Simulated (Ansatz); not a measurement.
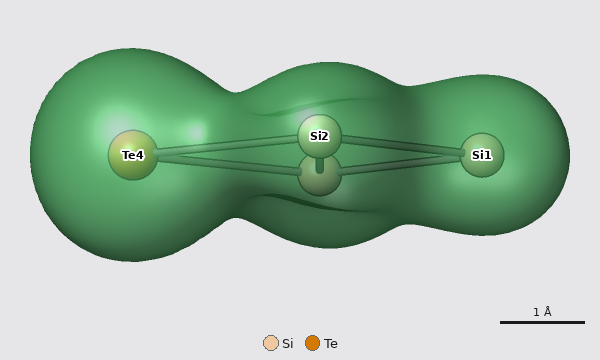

The picture shows: Si3Te. Isosurface of the electron density at 0.3 e/Å³ (green), seen from one side.

Geometry: PBE-D4/def2-SVP; core potentials replace the inner electrons of Te.

Computed with RKS PBE0-D4/def2-TZVP (Ansatz 0.2.0).

### How is the density connected at this value?

At this value the surface is in one piece. It bridges the sampled Si–Si (2.29 Å), Si–Te (2.54 Å) and Si–Si (2.43 Å) contacts, where the density stays above the isovalue. On the grid the lowest density along these lines, outside the cores, is 0.52 e/Å³ (Si–Si, 2.29 Å), 0.48 e/Å³ (Si–Te, 2.54 Å) and 0.46 e/Å³ (Si–Si, 2.43 Å).
